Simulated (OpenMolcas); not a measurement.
Ta³⁺ complex: multiconfigurational calculation

- system: Ta³⁺ with 6 ligands (NH3; octahedron, 2.14 Å), with no charges around it.
- method: state-averaged CASSCF, active space 2 electrons in the shell 5d, basis ANO-RCC-VTZP on the metal and ANO-RCC-VDZP on the ligands, DKH2 scalar Hamiltonian, spin-orbit coupling by RASSI with atomic mean-field integrals (OpenMolcas)

The program's output (extracts):
```
--- SEWARD ---
Basis set label: TA.ANO-RCC...8S7P5D3F2G1H.

      Electronic valence basis set:
      ------------------
      Associated Effective Charge  73.000000 au
      Associated Actual Charge     73.000000 au
      Nuclear Model: Point charge

      Shell  nPrim  nBasis  Cartesian Spherical Contaminant
         s      24       8        X
         p      21       7        X
         d      15       5                 X
         f      11       3                 X
         g       4       2                 X
         h       2       1                 X
                  Relativistic Douglas-Kroll-Hess integrals:
                    - DKH order of Hamiltonian: 2
                    - DKH order of Properties : 0
                  Atomic mean-field integrals
--- RASSCF ---
Wave function specifications:
      -----------------------------

      Number of closed shell electrons         128
      Number of electrons in active shells       2
      Max number of holes in RAS1 space          0
      Max nr of electrons in RAS3 space          0
      Number of inactive orbitals               64
      Number of active orbitals                  5
      Number of secondary orbitals             209
      Spin quantum number                      1.0
      State symmetry                             1
Orbital specifications:
      -----------------------

      Symmetry species                           1   2
                                                ag  au
      Frozen orbitals                            0   0
      Inactive orbitals                         30  34
      Active orbitals                            5   0
      RAS1 orbitals                              0   0
      RAS2 orbitals                              5   0
      RAS3 orbitals                              0   0
      Secondary orbitals                       103 106
      Deleted orbitals                           0   0
      Number of basis functions                138 140
      Number of CSFs                            10
      Number of root(s) required                10
      Iter CI   SX   CI       RASSCF       Energy    max ROT     max BLB   max BLB  Level Ln srch  Step   QN
          iter iter root      energy       change     param      element    value   shift minimum  type update
 Nr of preliminary CI iterations:   1
      Total energies have been shifted. Add               -15000.00 au
        1   1   17    0  -926.18587116    0.00E+00  -9.09E-02   28  76 1 -2.39E-01*  0.75   0.00    SX    NO
        2   1   17    0  -926.40137116   -2.16E-01* -4.84E-02   29  35 1 -1.28E-01*  0.82   0.00    SX    NO
        3   1   16    0  -926.44613380   -4.48E-02*  2.64E-02   29  35 1 -7.06E-02*  0.83   0.00    SX    NO
        4   1   16    0  -926.45909803   -1.30E-02*  1.42E-02   29  35 1 -3.84E-02*  0.84   0.00    SX    NO
        5   1   15    0  -926.46345550   -4.36E-03*  2.18E-02   29  35 1 -2.36E-02*  0.84   1.75    QN   YES
        6   1   14    0  -926.46601764   -2.56E-03* -4.10E-03   13  38 2 -9.35E-03*  0.84   0.97    QN   YES
        7   1   13    0  -926.46615595   -1.38E-04* -4.74E-03   28  76 1  1.25E-03*  0.84   1.35    QN   YES
        8   1   13    0  -926.46621316   -5.72E-05* -4.53E-03   13  38 2  2.47E-03*  0.84   1.98    LS   YES
        9   1   13    0  -926.46623159   -1.84E-05*  2.77E-03   13  38 2  3.90E-03*  0.83   1.02    QN   YES
       10   1   13    0  -926.46625819   -2.66E-05*  3.93E-03   13  38 2  1.48E-03*  0.83   2.45    LS   YES
       11   1   12    0  -926.46627245   -1.43E-05*  1.19E-03   11  36 2 -2.00E-03*  0.84   1.02    QN   YES
       12   1   11    0  -926.46627866   -6.21E-06*  1.19E-03   11  36 2 -8.69E-04*  0.83   2.00    LS   YES
       13   1   11    0  -926.46628074   -2.08E-06* -2.53E-04   28  60 1 -3.38E-04*  0.83   1.01    QN   YES
       14   1   10    0  -926.46628136   -6.27E-07* -3.17E-04   28  60 1 -1.77E-04*  0.83   2.25    LS   YES
       15   1    9    0  -926.46628165   -2.83E-07*  1.49E-04   28  89 1  1.08E-04*  0.83   1.01    QN   YES
       16   1    9    0  -926.46628176   -1.15E-07*  2.02E-04   28  89 1  5.00E-05   0.83   2.36    LS   YES
       17   1    8    0  -926.46628182   -5.74E-08*  7.84E-05   11  36 2 -1.00E-04*  0.83   1.01    QN   YES
       18   1    8    0  -926.46628185   -3.09E-08*  1.24E-04   28  89 1 -3.15E-05   0.83   1.89    QN   YES
       19   1    7    0  -926.46628187   -1.82E-08* -5.08E-05   15  40 2  2.46E-05   0.83   1.25    QN   YES
       20   1    7    0  -926.46628187   -3.81E-09  -4.54E-05   15  40 2  1.56E-05   0.83   1.60    QN   YES
      Convergence after 20 iterations
       21   1    7    0  -926.46628187   -2.18E-09  -4.54E-05   28  60 1 -6.85E-06   0.83   1.60    QN   YES
      Natural orbitals and occupation numbers for root  1
      sym 1:   0.998925   0.998925  -0.000000   0.001075   0.001075
      Natural orbitals and occupation numbers for root  2
      sym 1:   0.001075   0.998925  -0.000000   0.998925   0.001075
      Natural orbitals and occupation numbers for root  3
      sym 1:   0.000004   0.999996  -0.000000   0.999996   0.000004
::    RASSCF root number  1 Total energy: -15926.63962175
::    RASSCF root number  2 Total energy: -15926.63962175
::    RASSCF root number  3 Total energy: -15926.63628187
::    RASSCF root number  4 Total energy: -15926.43676421
::    RASSCF root number  5 Total energy: -15926.43676421
::    RASSCF root number  6 Total energy: -15926.43513469
::    RASSCF root number  7 Total energy: -15926.40431657
::    RASSCF root number  8 Total energy: -15926.40431657
::    RASSCF root number  9 Total energy: -15926.40302230
::    RASSCF root number 10 Total energy: -15926.22697483
--- RASSCF ---
Wave function specifications:
      -----------------------------

      Number of closed shell electrons         128
      Number of electrons in active shells       2
      Max number of holes in RAS1 space          0
      Max nr of electrons in RAS3 space          0
      Number of inactive orbitals               64
      Number of active orbitals                  5
      Number of secondary orbitals             209
      Spin quantum number                      0.0
      State symmetry                             1
Orbital specifications:
      -----------------------

      Symmetry species                           1   2
                                                ag  au
      Frozen orbitals                            0   0
      Inactive orbitals                         30  34
      Active orbitals                            5   0
      RAS1 orbitals                              0   0
      RAS2 orbitals                              5   0
      RAS3 orbitals                              0   0
      Secondary orbitals                       103 106
      Deleted orbitals                           0   0
      Number of basis functions                138 140
      Number of CSFs                            15
      Number of root(s) required                15
      Iter CI   SX   CI       RASSCF       Energy    max ROT     max BLB   max BLB  Level Ln srch  Step   QN
          iter iter root      energy       change     param      element    value   shift minimum  type update
 Nr of preliminary CI iterations:   1
      Total energies have been shifted. Add               -15000.00 au
        1   1   14    0  -926.42627753    0.00E+00  -8.04E-03   34  49 1 -3.87E-03*  0.82   0.00    SX    NO
        2   1   14    0  -926.42676727   -4.90E-04*  4.21E-03   29  35 1 -3.32E-03*  0.82   0.00    SX    NO
        3   1   13    0  -926.42696739   -2.00E-04*  2.94E-03   29  35 1 -2.29E-03*  0.82   0.00    SX    NO
        4   1   13    0  -926.42707225   -1.05E-04*  2.42E-03   29  35 1 -1.65E-03*  0.82   0.00    SX    NO
        5   1   12    0  -926.42713615   -6.39E-05*  1.17E-02   29  35 1 -1.09E-03*  0.82   2.50    QN   YES
        6   1   13    0  -926.42727277   -1.37E-04*  3.25E-03   19  36 2  2.89E-03*  0.81   1.05    QN   YES
        7   1   13    0  -926.42729467   -2.19E-05* -2.41E-03   19  36 2 -1.95E-03*  0.81   1.14    QN   YES
        8   1   12    0  -926.42731079   -1.61E-05* -3.11E-03   19  36 2 -1.41E-03*  0.81   2.32    LS   YES
        9   1   11    0  -926.42731852   -7.73E-06*  7.71E-04   19  36 2 -7.21E-04*  0.81   1.02    QN   YES
       10   1   10    0  -926.42732024   -1.72E-06* -3.34E-04   28  45 1  8.81E-05   0.81   1.37    QN   YES
       11   1   10    0  -926.42732078   -5.44E-07*  4.84E-04   19  36 2  1.37E-04*  0.81   1.88    QN   YES
       12   1    9    0  -926.42732123   -4.48E-07*  3.35E-04   19  36 2  1.60E-04*  0.81   1.52    QN   YES
       13   1   10    0  -926.42732144   -2.04E-07*  2.44E-04   29  35 1 -7.31E-05   0.81   1.59    QN   YES
       14   1    9    0  -926.42732154   -1.01E-07*  1.40E-04   28  45 1 -2.85E-05   0.81   1.53    QN   YES
       15   1    8    0  -926.42732158   -4.53E-08* -8.11E-05   19  36 2 -3.85E-05   0.81   1.56    QN   YES
       16   1    8    0  -926.42732160   -1.97E-08* -7.00E-05   19  36 2 -2.27E-05   0.81   1.47    QN   YES
       17   1    7    0  -926.42732161   -7.66E-09  -4.96E-05   29  35 1  1.12E-05   0.81   1.65    QN   YES
      Convergence after 17 iterations
       18   1    7    0  -926.42732161   -3.42E-09  -4.96E-05   19  36 2  7.66E-06   0.81   1.65    QN   YES
      Natural orbitals and occupation numbers for root  1
      sym 1:   0.275927   1.448136   0.000005   0.275927   0.000005
      Natural orbitals and occupation numbers for root  2
      sym 1:   0.000152   0.990336   0.000457   1.008722   0.000333
      Natural orbitals and occupation numbers for root  3
      sym 1:   0.920422   1.072880   0.000350   0.006047   0.000301
::    RASSCF root number  1 Total energy: -15926.60179350
::    RASSCF root number  2 Total energy: -15926.60080485
::    RASSCF root number  3 Total energy: -15926.60080485
::    RASSCF root number  4 Total energy: -15926.59689698
::    RASSCF root number  5 Total energy: -15926.59689698
::    RASSCF root number  6 Total energy: -15926.54558250
::    RASSCF root number  7 Total energy: -15926.39723360
::    RASSCF root number  8 Total energy: -15926.39723360
::    RASSCF root number  9 Total energy: -15926.39485492
::    RASSCF root number 10 Total energy: -15926.38789368
::    RASSCF root number 11 Total energy: -15926.38789368
::    RASSCF root number 12 Total energy: -15926.38633260
::    RASSCF root number 13 Total energy: -15926.18559122
::    RASSCF root number 14 Total energy: -15926.18559122
::    RASSCF root number 15 Total energy: -15926.14442000
--- RASSI ---
SPIN-FREE ENERGIES:
  (Shifted by EMIN (a.u.) =     -15926.6396217517)

 SF State       Relative EMIN(au)   Rel lowest level(eV)    D:o, cm**(-1)

     1             0.0000000000        0.0000000000              0.0000
     2             0.0000000000        0.0000000000              0.0000
     3             0.0033398781        0.0908827143            733.0185
    11             0.0378282499        1.0293591195           8302.3412
    12             0.0388168976        1.0562615940           8519.3243
    13             0.0388168976        1.0562615940           8519.3243
    14             0.0427247707        1.1626002373           9377.0033
    15             0.0427247707        1.1626002373           9377.0033
    16             0.0940392554        2.5589385016          20639.2309
     4             0.2028575406        5.5200348908          44522.0839
     5             0.2028575406        5.5200348908          44522.0839
     6             0.2044870633        5.5643764614          44879.7228
     7             0.2353051854        6.4029802845          51643.5188
     8             0.2353051854        6.4029802845          51643.5188
     9             0.2365994540        6.4381991283          51927.5779
    17             0.2423881478        6.5957175117          53198.0494
    18             0.2423881478        6.5957175117          53198.0494
    19             0.2447668292        6.6604447297          53720.1096
    20             0.2517280713        6.8498697768          55247.9256
    21             0.2517280713        6.8498697768          55247.9256
    22             0.2532891516        6.8923489351          55590.5432
    10             0.4126469215       11.2286947636          90565.5310
    23             0.4540305324       12.3548001843          99648.1837
    24             0.4540305324       12.3548001843          99648.1837
    25             0.4952017476       13.4751260226         108684.2210
     Dipole printing threshold changed to   1.00000000E+00
Eigenvalues of complex Hamiltonian:
   -----------------------------------
  (Shifted by EMIN (a.u.) =     -15926.6396217517)

 SO State       Relative EMIN(au)   Rel lowest level(eV)    D:o, cm**(-1)

     1            -0.0068854813        0.0000000001              0.0000
     2            -0.0068854813        0.0000000000              0.0000
     3            -0.0056115074        0.0346665982            279.6050
     4            -0.0056115073        0.0346665984            279.6050
     5            -0.0047504672        0.0580966953            468.5814
     6             0.0043146144        0.3047701303           2458.1369
     7             0.0061733004        0.3553475531           2866.0713
     8             0.0061733004        0.3553475531           2866.0713
     9             0.0091704590        0.4369043954           3523.8716
    10             0.0377265963        1.2139564755           9791.2193
    11             0.0389761924        1.2479597175          10065.4739
    12             0.0389761924        1.2479597176          10065.4739
    13             0.0425939614        1.3464042275          10859.4825
    14             0.0425939614        1.3464042275          10859.4825
    15             0.0945129501        2.7591918815          22254.3834
    16             0.1990308953        5.6032700579          45193.4208
    17             0.2007244599        5.6493543007          45565.1153
    18             0.2011652047        5.6613475770          45661.8476
    19             0.2011652047        5.6613475767          45661.8476
    20             0.2043411460        5.7477693418          46358.8862
    21             0.2043411460        5.7477693419          46358.8862
    22             0.2055371519        5.7803143212          46621.3791
    23             0.2055371519        5.7803143211          46621.3791
    24             0.2057716432        5.7866951542          46672.8440
    25             0.2304496539        6.4582180348          52089.0413
    26             0.2323638208        6.5103051693          52509.1524
    27             0.2331111042        6.5306397859          52673.1621
    28             0.2331111042        6.5306397860          52673.1621
    29             0.2345005544        6.5684486518          52978.1112
    30             0.2345005544        6.5684486541          52978.1112
    31             0.2357084665        6.6013176165          53243.2173
    32             0.2398858249        6.7149893293          54160.0415
    33             0.2398858251        6.7149893329          54160.0415
    34             0.2470228822        6.9091985515          55726.4445
    35             0.2470228822        6.9091985502          55726.4445
    36             0.2486386055        6.9531646213          56081.0548
    37             0.2530975866        7.0744996785          57059.6880
    38             0.2530975866        7.0744996784          57059.6880
    39             0.2544579849        7.1115180037          57358.2609
    40             0.4140474538       11.4541686816          92384.1008
    41             0.4140474538       11.4541686815          92384.1008
Weights of the five most important spin-orbit-free states for each spin-orbit state.

 SO State  Total energy (au)           Spin-free states, spin, and weights
 -------------------------------------------------------------------------------------------------------
    1        -0.006885       2 1.0  0.4910    1 1.0  0.4750   15 0.0  0.0174    3 1.0  0.0099    4 1.0  0.0032
    2        -0.006885       1 1.0  0.4910    2 1.0  0.4750   14 0.0  0.0174    3 1.0  0.0099    5 1.0  0.0032
    3        -0.005612       2 1.0  0.5160    3 1.0  0.3382    1 1.0  0.1177   12 0.0  0.0147   13 0.0  0.0077
    4        -0.005612       1 1.0  0.5160    3 1.0  0.3382    2 1.0  0.1177   13 0.0  0.0147   12 0.0  0.0077
    5        -0.004750       3 1.0  0.5401    2 1.0  0.2162    1 1.0  0.2162   11 0.0  0.0229   19 0.0  0.0019
    6         0.004315       2 1.0  0.4986    1 1.0  0.4986    6 1.0  0.0012   22 0.0  0.0007    4 1.0  0.0003
    7         0.006173       3 1.0  0.6344    2 1.0  0.3573    1 1.0  0.0045    4 1.0  0.0007   20 0.0  0.0007
    8         0.006173       3 1.0  0.6344    1 1.0  0.3573    2 1.0  0.0045    5 1.0  0.0007   21 0.0  0.0007
    9         0.009170       3 1.0  0.4361    1 1.0  0.2716    2 1.0  0.2716   16 0.0  0.0185    7 1.0  0.0008
   10         0.037727      11 0.0  0.9709    3 1.0  0.0133    1 1.0  0.0052    2 1.0  0.0052    4 1.0  0.0020
   11         0.038976      13 0.0  0.9450   12 0.0  0.0225    3 1.0  0.0135    2 1.0  0.0071    1 1.0  0.0044
   12         0.038976      12 0.0  0.9450   13 0.0  0.0225    3 1.0  0.0135    1 1.0  0.0071    2 1.0  0.0044
```

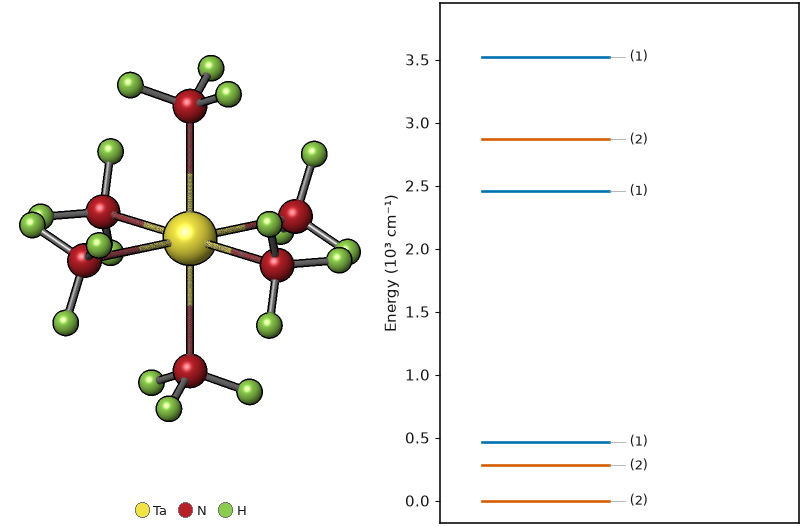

*Ta³⁺ (5d²) with 6 ligands, NH₃, at 2.14 Å (arrangement: octahedron, Ci), and its levels. Labels give the representation in O, Td, D4 or D3 as the site allows (double group for half-integer spin) where it could be assigned and, in brackets, the degeneracy; spin-free states, where drawn, share the zero of the spin-orbit levels.*

The ground level is doubly degenerate, 98 % from states of spin multiplicity 3. Its principal g values are 0.00, 0.00 and 1.74, easy-axis. The next level lies at 280 cm⁻¹. The active orbitals hold 70 to 86 % metal character (Löwdin), and the Mulliken charge of the metal is +2.21.

The input:
```
&GATEWAY
Coord
25

Ta 0.0 0.0 0.0
N 2.140000 0.000000 0.000000
H 2.522099 0.945728 0.000000
H 2.522099 -0.472864 0.819024
H 2.522099 -0.472864 -0.819024
N 0.000000 2.140000 0.000000
H 0.000000 2.522099 0.945728
H 0.819024 2.522099 -0.472864
H -0.819024 2.522099 -0.472864
N -2.140000 0.000000 0.000000
H -2.522099 -0.945728 0.000000
H -2.522099 0.472864 -0.819024
H -2.522099 0.472864 0.819024
N 0.000000 -2.140000 0.000000
H 0.000000 -2.522099 -0.945728
H -0.819024 -2.522099 0.472864
H 0.819024 -2.522099 0.472864
N 0.000000 0.000000 2.140000
H 0.945728 0.000000 2.522099
H -0.472864 0.819024 2.522099
H -0.472864 -0.819024 2.522099
N 0.000000 0.000000 -2.140000
H -0.945728 0.000000 -2.522099
H 0.472864 -0.819024 -2.522099
H 0.472864 0.819024 -2.522099
Basis=Ta.ANO-RCC-VTZP,H.ANO-RCC-VDZP,N.ANO-RCC-VDZP
Group=XYZ
NoMove
AngMom=0.0 0.0 0.0
AMFI
RICD
&SEWARD
&RASSCF
FileOrb=start.orb
Symmetry=1
Spin=3
nActEl=2 0 0
Inactive=30 34
Ras2=5 0
CIRoot=10 10 1
SDav=10
CIMx=300
Iter=150 100
PrWF=0.3
OrbListing=Nothing
MaxOrb=0
LevShft=1.0
>>> COPY $Project.JobIph JOB001
&RASSCF
FileOrb=start.orb
Symmetry=1
Spin=1
nActEl=2 0 0
Inactive=30 34
Ras2=5 0
CIRoot=15 15 1
SDav=15
CIMx=300
Iter=150 100
PrWF=0.3
OrbListing=Nothing
MaxOrb=0
LevShft=1.0
>>> COPY $Project.JobIph JOB002
&RASSI
NrOfJobIphs=2 10 15
1 2 3 4 5 6 7 8 9 10
1 2 3 4 5 6 7 8 9 10 11 12 13 14 15
IphNames
JOB001
JOB002
EJob
SpinOrbit
DIPRint=1.0
SOCoupling=1000.0
Subsets=2
Property=9
'ANGMOM' 1 'ANGMOM' 2 'ANGMOM' 3 'MLTPL  1' 1 'MLTPL  1' 2 'MLTPL  1' 3
'AMFI' 1 'AMFI' 2 'AMFI' 3
SOProperty=3
'ANGMOM' 1 'ANGMOM' 2 'ANGMOM' 3
```

The file start.orb holds starting orbitals from an earlier step. A driver script formed the levels outside the program, from RASSI's spin-orbit matrix and the active-space energies, averaged over the components of each term or state.

Run as:
```bash
OMP_NUM_THREADS=1 MOLCAS_MEM=2457 MOLCAS_PROJECT=a pymolcas a.inp > a.log  # once for each step of the input, in one work folder
```

Results in brief:

- outcome: converged
- energy of the lowest spin-free term: −15926.63962 hartree
- energy of the lowest spin-orbit level: −15926.64651 hartree
- largest spread among components of a term: 0.0 cm⁻¹
- hardware: 1 thread of Arm Neoverse V1, 24 GiB of memory available, shared host
- wall time: 3.9 min
- peak memory: 0.65 GiB

Notes:

Without dynamic correlation the splittings between terms come out too large, often by 20 to 50 %. To bear in mind: orbital doublet at a regular site, Jahn-Teller distortion not allowed for; covalent bonds, ligand orbitals missing from the active space; distances are set from ionic radii, not optimised.
